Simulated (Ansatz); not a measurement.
## Geometry relaxation, with input and output: GaH₅S

- system: GaH₅S
- method: RKS BHLYP-D4/def2-SVP (Ansatz 0.2.0)

The input holds or restrains some coordinates. It belongs to a series of runs on one base structure; here: pulled along the bonds that form and break, towards end A.

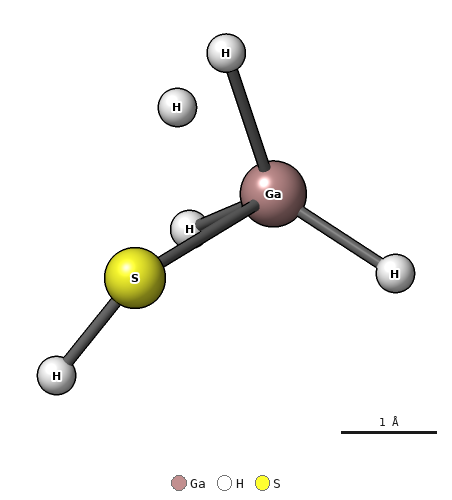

**Figure 1.** The input geometry (ball-and-stick view, seen at a tilt). Sticks mark near contacts. Bond lengths as drawn: Ga–H 1.57 to 1.92 Å, Ga–S 2.57 Å and H–S 1.40 Å.

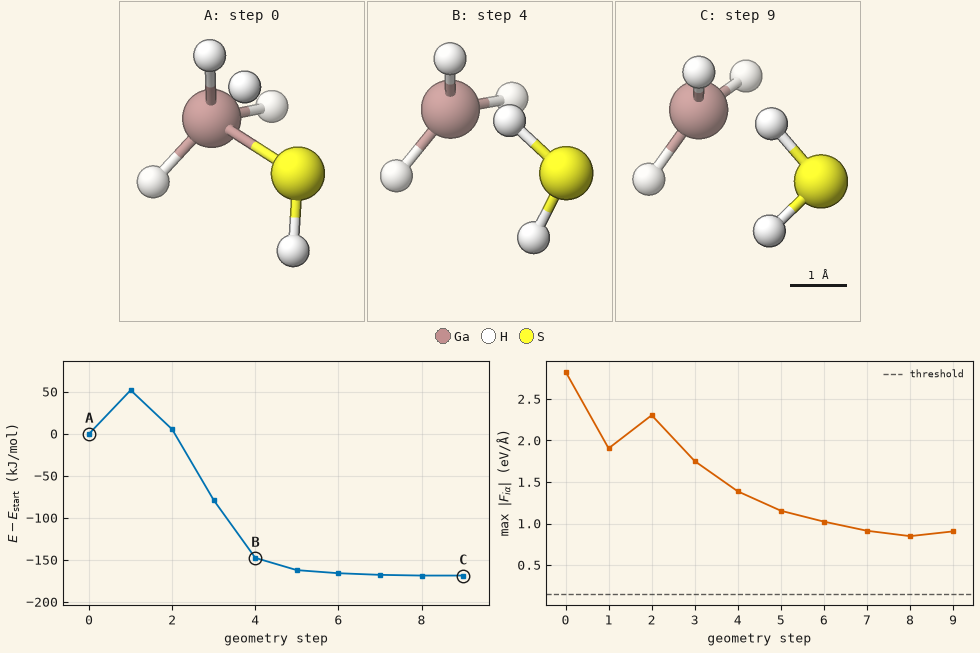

**Figure 2.** Frames of the restrained relaxation (ball-and-stick view, seen at an oblique angle) above the curves, on which the letters mark them (the first geometry is step 0 here and step 1 in the log).

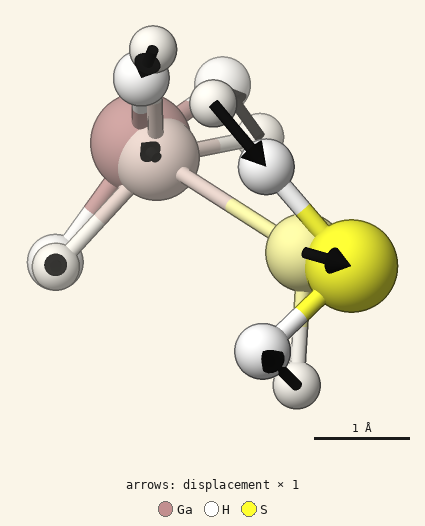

**Figure 3.** Start (faint) and end (solid) with the displacements as black arrows, at true length (ball-and-stick view, seen at an oblique angle). The two geometries are laid on each other by the best rigid fit. The energy falls by 168.6 kJ/mol in 9 geometry steps. The largest force component goes from 2.8 to 0.91 eV/Å. The largest move after the best rigid fit is that of H7, 0.88 Å. By element the largest moves are H 0.88 Å, S 0.60 Å, Ga 0.32 Å. Among the contacts that change: Ga1–S5 2.570 → 3.463 Å, S5–H7 1.860 → 1.377 Å, Ga1–H2 1.920 → 1.572 Å, S5–H6 1.400 → 1.341 Å. New bonds form: S5–H7 (1.86 → 1.38 Å). Bonds break: Ga1–S5 (2.57 → 3.46 Å). (Atoms are counted from 1 in the order of the input.)

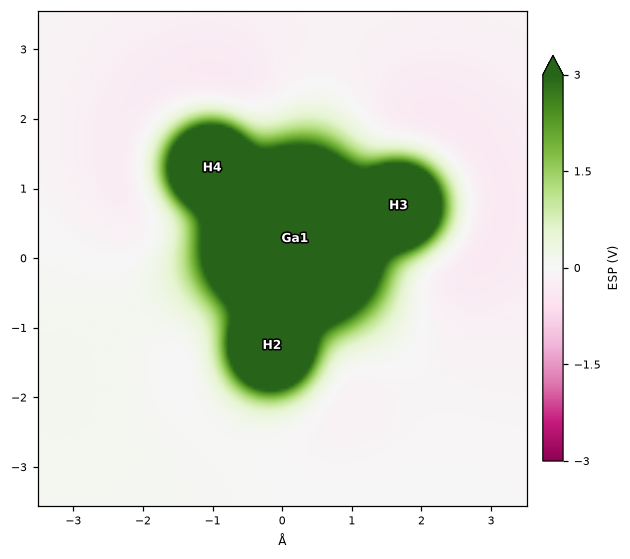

**Figure 4.** Molecular electrostatic potential on the plane of atoms H3, Ga1 and H4. The section cuts through Ga and H sites.

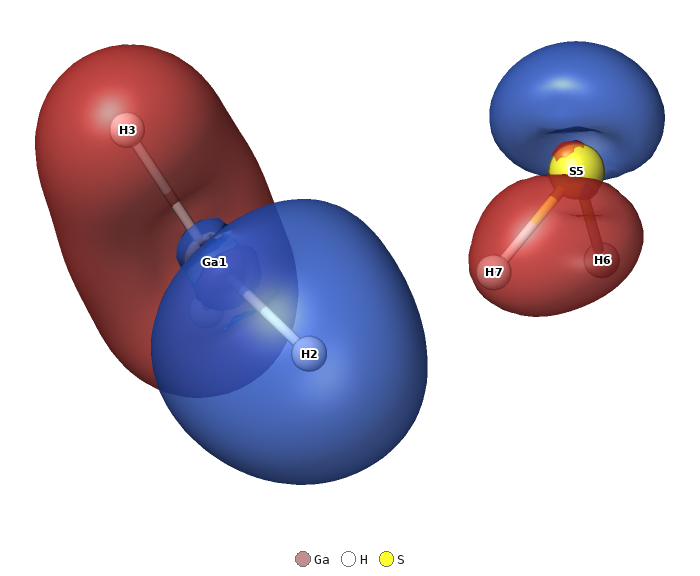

**Figure 5.** The HOMO−1 at ±0.1 Å⁻³ᐟ² (blue and red are the two phases), seen from the side. Its weight (Hirshfeld) is mainly on Ga1 (35 %), H2 (35 %), H4 (10 %), S5 (10 %) and H3 (10 %). Its energy is −9.66 eV.

The input that produced these results follows, with the program's output.

### The input
```yaml
crystal:
  periodic: [false, false, false]
  atoms:
    - { symbol: Ga, position_ang: [0.0, 0.0, 0.0] }
    - { symbol: H, position_ang: [0.0, 0.0, 1.92] }
    - { symbol: H, position_ang: [1.3596, 0.0, -0.785] }
    - { symbol: H, position_ang: [-1.3596, 0.0, -0.785] }
    - { symbol: S, position_ang: [0.1074, -2.4365, 0.8104] }
    - { symbol: H, position_ang: [-0.6501, -3.2469, -0.0437] }
    - { symbol: H, position_ang: [0.0433, -0.9815, 1.9671] }
basis:
  gaussian: { orbitals: def2-SVP }
hamiltonian:
  xc: { name: BHLYP }
  dispersion: d4
relax:
  f_tol: 0.15
  max_steps: 25
  restrain:
    - { distance: [0, 4], at: 3.47, k: 30.0 }
    - { distance: [6, 1], at: 1.86, k: 30.0 }
    - { distance: [0, 1], at: 1.57, k: 30.0 }
    - { distance: [6, 4], at: 1.4, k: 30.0 }
output:
  orbitals: {}
```

Launched with:
```bash
ansatz run input.yaml --threads 1 --pin off --max-ram 2048MiB --backend cpu --events-out ev --progress --plain --runs-dir out
```

### Log
```
The last accepted step is kept in [file] (removed where the run ends without a failure and the disk answers)
Engine: ansatz 0.2.0, aarch64-unknown-linux-gnu
Functional definition: BHLYP
  parameter a = 0.5
  exchange = (1 - a)*b88_x + a*exact_x
  correlation = lyp_c
788 factors; integrals over basis functions are off by at most 3.2e-4 eV
mean field evaluation 1: about -63280.0669 eV, gradient 2.0e1 eV
mean field evaluation 2: about -63280.2320 eV, gradient 2.0e1 eV
mean field evaluation 4: about -63281.1378 eV, gradient 5.3e-1 eV
mean field evaluation 8: about -63281.1399 eV, gradient 6.2e-3 eV
mean field -63281.13994437 eV, -2325.5389994585 hartree, gradient 3.9e-5 eV, S^2 0.000000; 0 other end points of the search recorded, 0 dependent functions left out
the calculation of the forces begins
reference -63281.14010513 eV, -2325.5390053663 hartree; 26, 26 occupied and 49, 49 virtual orbitals, 788 factors
relax step   1: F+E_penalty+E_count = -63281.32367645 eV  Δ(F+E_penalty+E_count) = +0.000e0 eV  max|allowed force component| = 2.830e0 eV/Å  E_restraint = 28.68165000 eV  max|allowed force component, restraints' pulls added| = 3.515e1 eV/Å  Δτ_max = 0.0000 Å  (24 SCF iters, accepted)
  distance Ga 0 - S 4 = 2.5700 Å
  distance H 6 - H 1 = 0.9836 Å
  distance Ga 0 - H 1 = 1.9200 Å
  distance H 6 - S 4 = 1.8599 Å
these checks for a lower state are left out or cut short: starts, cluster_reference, orbital_swaps, neighbouring_geometries, increment
788 factors; integrals over basis functions are off by at most 4.2e-4 eV
mean field evaluation 16: about -63280.6100 eV, gradient 1.4e0 eV
mean field -63280.61972146 eV, -2325.5198816191 hartree, gradient 4.3e-5 eV, S^2 0.000000; 0 other end points of the search recorded, 0 dependent functions left out
[... from here on the field's lines of each further geometry are left out, up to the last ...]
relax step   2: F+E_penalty+E_count = -63280.78617635 eV  Δ(F+E_penalty+E_count) = +5.375e-1 eV  max|allowed force component| = 1.905e0 eV/Å  E_restraint = 13.21822548 eV  max|allowed force component, restraints' pulls added| = 2.438e1 eV/Å  Δτ_max = 0.1941 Å  (30 SCF iters, accepted)
relax step   3: F+E_penalty+E_count = -63281.26958966 eV  Δ(F+E_penalty+E_count) = -4.834e-1 eV  max|allowed force component| = 2.304e0 eV/Å  E_restraint = 4.04722871 eV  max|allowed force component, restraints' pulls added| = 1.330e1 eV/Å  Δτ_max = 0.1948 Å  (30 SCF iters, accepted)
relax step   4: F+E_penalty+E_count = -63282.14229413 eV  Δ(F+E_penalty+E_count) = -8.727e-1 eV  max|allowed force component| = 1.752e0 eV/Å  E_restraint = 0.33598692 eV  max|allowed force component, restraints' pulls added| = 3.193e0 eV/Å  Δτ_max = 0.1945 Å  (27 SCF iters, accepted)
relax step   5: F+E_penalty+E_count = -63282.85331129 eV  Δ(F+E_penalty+E_count) = -7.110e-1 eV  max|allowed force component| = 1.387e0 eV/Å  E_restraint = 0.06252629 eV  max|allowed force component, restraints' pulls added| = 1.555e0 eV/Å  Δτ_max = 0.1998 Å  (27 SCF iters, accepted)
relax step   6: F+E_penalty+E_count = -63283.00435743 eV  Δ(F+E_penalty+E_count) = -1.510e-1 eV  max|allowed force component| = 1.154e0 eV/Å  E_restraint = 0.01262901 eV  max|allowed force component, restraints' pulls added| = 6.854e-1 eV/Å  Δτ_max = 0.2000 Å  (26 SCF iters, accepted)
relax step   7: F+E_penalty+E_count = -63283.04244814 eV  Δ(F+E_penalty+E_count) = -3.809e-2 eV  max|allowed force component| = 1.023e0 eV/Å  E_restraint = 0.00827438 eV  max|allowed force component, restraints' pulls added| = 3.112e-1 eV/Å  Δτ_max = 0.1994 Å  (26 SCF iters, accepted)
relax step   8: F+E_penalty+E_count = -63283.06249497 eV  Δ(F+E_penalty+E_count) = -2.005e-2 eV  max|allowed force component| = 9.128e-1 eV/Å  E_restraint = 0.01134852 eV  max|allowed force component, restraints' pulls added| = 3.277e-1 eV/Å  Δτ_max = 0.2000 Å  (26 SCF iters, accepted)
relax step   9: F+E_penalty+E_count = -63283.07114250 eV  Δ(F+E_penalty+E_count) = -8.648e-3 eV  max|allowed force component| = 8.481e-1 eV/Å  E_restraint = 0.01218190 eV  max|allowed force component, restraints' pulls added| = 1.687e-1 eV/Å  Δτ_max = 0.1082 Å  (26 SCF iters, accepted)
the calculation of the forces begins
reference -63282.92945157 eV, -2325.6047626348 hartree; 26, 26 occupied and 49, 49 virtual orbitals, 788 factors
relax step  10: F+E_penalty+E_count = -63283.07118854 eV  Δ(F+E_penalty+E_count) = -4.604e-5 eV  max|allowed force component| = 9.054e-1 eV/Å  E_restraint = 0.01044831 eV  max|allowed force component, restraints' pulls added| = 1.274e-2 eV/Å  Δτ_max = 0.0688 Å  (24 SCF iters, accepted)
  distance Ga 0 - S 4 = 3.4626 Å
  distance H 6 - H 1 = 1.8707 Å
  distance Ga 0 - H 1 = 1.5715 Å
  distance H 6 - S 4 = 1.3771 Å
788 factors; integrals over basis functions are off by at most 7.6e-4 eV
mean field -63282.92928741 eV, -2325.6047566024 hartree, gradient 5.8e-5 eV, S^2 0.000000; 1 other end points of the search recorded, 0 dependent functions left out
the calculation of the forces begins
reference -63282.92945157 eV, -2325.6047626348 hartree; 26, 26 occupied and 49, 49 virtual orbitals, 788 factors
Total energy: -63283.07135269 eV, -2325.6099774051 hartree
Atom 0 at     0.039550     0.300018    -0.091612 Å, force     0.017378    -0.207069     0.025771 eV/Å
Atom 1 at    -0.114833     0.060939     1.453904 Å, force    -0.030327     0.306176     0.001974 eV/Å
Atom 2 at     1.432793     0.692985    -0.677082 Å, force    -0.001800    -0.003195     0.009087 eV/Å
Atom 3 at    -1.229831     0.173894    -0.995107 Å, force    -0.001229     0.002742    -0.000796 eV/Å
Atom 4 at     0.290388    -2.980070     0.989049 Å, force    -0.111662     0.810668     0.250398 eV/Å
Atom 5 at    -1.022266    -3.126215     0.754365 Å, force     0.009969    -0.003966     0.008391 eV/Å
Atom 6 at     0.104799    -1.786452     1.650282 Å, force     0.117671    -0.905355    -0.294824 eV/Å
Dipole moment:    -0.203080     0.048959     0.083004 e Å
```

### Trajectory as extended XYZ (Å, eV, eV/Å), 10 frames, from step=1 to step=10
```
7
Properties=species:S:1:pos:R:3:forces:R:3 step=1 energy=-63281.32368
Ga    0.0000    0.0000    0.0000    0.2255  -2.8295  -0.7835
H     0.0000    0.0000    1.9200    0.2956  -1.0205   0.2348
H     1.3596    0.0000   -0.7850    0.0778   0.8135   0.5965
H    -1.3596    0.0000   -0.7850   -0.1460   0.6696   0.7454
S     0.1074   -2.4365    0.8104    0.1270  -0.5397  -1.1743
H    -0.6501   -3.2469   -0.0437    0.3134   1.0297   1.0599
H     0.0433   -0.9815    1.9671   -0.8934   1.8769  -0.6787
7
Properties=species:S:1:pos:R:3:forces:R:3 step=2 energy=-63280.78618
Ga   -0.0042    0.1390    0.0105    0.4479  -1.8567   0.5289
H    -0.0033    0.1297    1.8407    0.1452  -0.2569  -0.8989
H     1.3596    0.0094   -0.7786   -0.1360   0.6034   0.4788
H    -1.3611    0.0080   -0.7777   -0.0306   0.4032   0.5879
S     0.1146   -2.5435    0.9088    1.4725   0.0469  -0.0917
H    -0.6485   -3.2394   -0.0343   -0.4159   1.3256   1.3003
H     0.0436   -1.1683    1.9144   -1.4831  -0.2655  -1.9052
7
Properties=species:S:1:pos:R:3:forces:R:3 step=3 energy=-63281.26959
Ga   -0.0039    0.2745    0.0345    0.3329  -1.5235   0.5729
H    -0.0050    0.2463    1.7525    0.0097   0.5416  -1.2630
H     1.3548    0.0148   -0.7732   -0.3424   0.6193   0.4241
H    -1.3584    0.0101   -0.7708    0.2162   0.4279   0.4717
S     0.1489   -2.6392    0.9948    1.5897  -0.1002   0.6081
H    -0.6594   -3.2175   -0.0127   -0.3419   1.8580   1.4907
H     0.0237   -1.3539    1.8588   -1.4643  -1.8230  -2.3044
7
Properties=species:S:1:pos:R:3:forces:R:3 step=4 energy=-63282.14229
Ga   -0.0078    0.3844    0.0485    0.2735  -1.7516  -0.2607
H    -0.0006    0.3205    1.6521   -0.0475   0.6707  -0.4454
H     1.3394    0.0376   -0.7612   -0.3637   0.7005   0.3459
H    -1.3465    0.0249   -0.7615    0.2455   0.5515   0.3636
S     0.2118   -2.7687    1.0967    0.2920  -0.1906  -0.1062
H    -0.6732   -3.1424    0.0382    0.4632   1.5940   1.7166
H    -0.0226   -1.5211    1.7709   -0.8630  -1.5745  -1.6138
7
Properties=species:S:1:pos:R:3:forces:R:3 step=5 energy=-63282.85331
Ga    0.0008    0.2795   -0.0134    0.1833  -0.5064   0.2222
H    -0.0003    0.2388    1.5672   -0.0567   0.3900  -0.1543
H     1.3539    0.2365   -0.7741    0.1103   0.1995  -0.0444
H    -1.3469    0.1585   -0.7810   -0.1460   0.0884  -0.0149
S     0.2331   -2.8944    1.2020   -0.1100   0.5832  -0.0313
H    -0.6745   -3.0694    0.1852    0.2594   0.6327   0.8310
H    -0.0655   -1.6143    1.6979   -0.2403  -1.3873  -0.8083
7
Properties=species:S:1:pos:R:3:forces:R:3 step=6 energy=-63283.00436
Ga    0.0318    0.2778   -0.0339    0.1162  -0.3062   0.1064
H     0.0008    0.1864    1.5385   -0.0369   0.3251  -0.0775
H     1.3899    0.4241   -0.7790    0.0468   0.1053  -0.0108
H    -1.3152    0.1429   -0.8106   -0.0584   0.0211  -0.0153
S     0.2766   -2.9341    1.1860   -0.4673   0.8871  -0.1041
H    -0.7834   -3.0882    0.3519    0.2576   0.1215   0.3676
H    -0.0999   -1.6738    1.6309    0.1420  -1.1540  -0.2664
7
Properties=species:S:1:pos:R:3:forces:R:3 step=7 energy=-63283.04245
Ga    0.0688    0.2883   -0.0529    0.0255  -0.2487   0.0474
H     0.0129    0.1523    1.5130   -0.0034   0.3055  -0.0290
H     1.4098    0.6224   -0.7743    0.0072   0.0379   0.0125
H    -1.2650    0.0662   -0.8396    0.0039   0.0198  -0.0200
S     0.2681   -2.9530    1.1335   -0.4729   0.8460  -0.0313
H    -0.9062   -3.1317    0.4841    0.2679   0.0620   0.2191
H    -0.0878   -1.7094    1.6199    0.1716  -1.0227  -0.1988
7
Properties=species:S:1:pos:R:3:forces:R:3 step=8 energy=-63283.06249
Ga    0.0730    0.3005   -0.0582   -0.1530  -0.1897  -0.1829
H    -0.0439    0.1187    1.4952    0.0141   0.2736   0.0194
H     1.4174    0.7015   -0.7408    0.0418  -0.0030   0.0684
H    -1.2266    0.1115   -0.9270    0.0976   0.0124   0.1038
S     0.2779   -2.9718    1.0468   -0.1503   0.7938   0.1592
H    -0.9903   -3.1777    0.6596    0.0173   0.0258   0.0255
H    -0.0069   -1.7476    1.6082    0.1325  -0.9128  -0.1934
7
Properties=species:S:1:pos:R:3:forces:R:3 step=9 energy=-63283.07114
Ga    0.0510    0.3108   -0.0971    0.0046  -0.2548   0.0363
H    -0.0796    0.0508    1.4471   -0.0279   0.3545  -0.0004
H     1.4310    0.7135   -0.7061    0.0020   0.0066   0.0129
H    -1.2317    0.1761   -0.9819    0.0038   0.0148   0.0019
S     0.2908   -2.9632    1.0004   -0.1111   0.7330   0.2557
H    -1.0087   -3.1551    0.7344   -0.0212  -0.0060  -0.0021
H     0.0478   -1.7978    1.6870    0.1498  -0.8481  -0.3042
7
Properties=species:S:1:pos:R:3:forces:R:3 step=10 energy=-63283.07119
Ga    0.0396    0.3000   -0.0916    0.0174  -0.2071   0.0258
H    -0.1148    0.0609    1.4539   -0.0303   0.3062   0.0020
H     1.4328    0.6930   -0.6771   -0.0018  -0.0032   0.0091
H    -1.2298    0.1739   -0.9951   -0.0012   0.0027  -0.0008
S     0.2904   -2.9801    0.9890   -0.1117   0.8107   0.2504
H    -1.0223   -3.1262    0.7544    0.0100  -0.0040   0.0084
H     0.1048   -1.7865    1.6503    0.1177  -0.9054  -0.2948
```

### Summary

- outcome: converged under the restraints of the input
- total energy: −63283.0714 eV
- mean-field energy: −63282.9295 eV
- largest force (length of the vector) at the end, held atoms and coordinates included: 0.959 eV/Å
- hardware: 1 thread of Arm Neoverse N1, 24 GiB of memory available, shared host
- wall time: 44 s
- peak memory: 0.17 GiB
